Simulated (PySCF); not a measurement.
H9PSi2, SMILES `[SiH3][SiH3].P`.

PySCF calculation, PBE/def2-SVPD, gas phase; geometry: GFN2-xTB. GFN2-xTB bond lengths at metals and heavier atoms can be off by up to 0.1 Å and shapes distorted, which carries into these values.

Cartesian coordinates (Å):

```
Si1     -0.7789    0.6954   -0.0028
Si2     -2.7770   -0.4546    0.0020
H3      -0.7399    1.7478   -1.0241
H4      -0.5124    1.3679    1.2733
H5       0.3779   -0.1724   -0.2595
H6      -3.3114   -0.6522   -1.3487
H7      -3.8207    0.2455    0.7570
H8      -2.6578   -1.7869    0.6002
P9       3.3143   -0.3483    0.0147
H10      2.9692    0.6988    0.8552
H11      3.1031    0.4195   -1.1202
H12      4.6595   -0.0135    0.0571
```

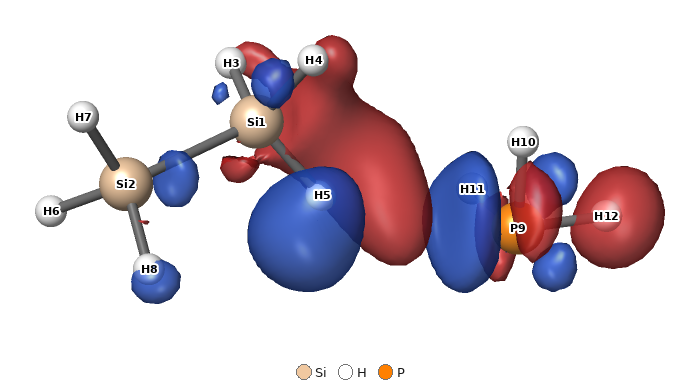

Density of the complex less the densities of the two fragments at the same geometry, ±0.0004 e/Å³ (red: gain, blue: loss). Fragment A: Si2H6 (atoms 1–8); fragment B: PH3.

Q: How is the density rearranged on binding?

A: Hirshfeld charges show almost no net transfer (under 0.005 e). 0.01 e is displaced in all, which induces a dipole of 0.09 D.

Q: What is the interaction energy, and which contacts carry it?

A: The counterpoise-corrected interaction energy of the frozen fragments is −0.1 kcal/mol without dispersion correction and −1.1 kcal/mol with D3(BJ). The pair geometry is semi-empirical, not a minimum at this level. Contacts: H5···P9, 2.95 Å, ρ = 0.007 a.u. The pose is a local one from a semi-empirical search, not shown to be the most stable.

Cost of the run: 110 s on 1 thread of Intel(R) Xeon(R) Processor @ 2.50GHz (Skylake/Cascade Lake), with other jobs on the host, peak memory 0.53 GiB.
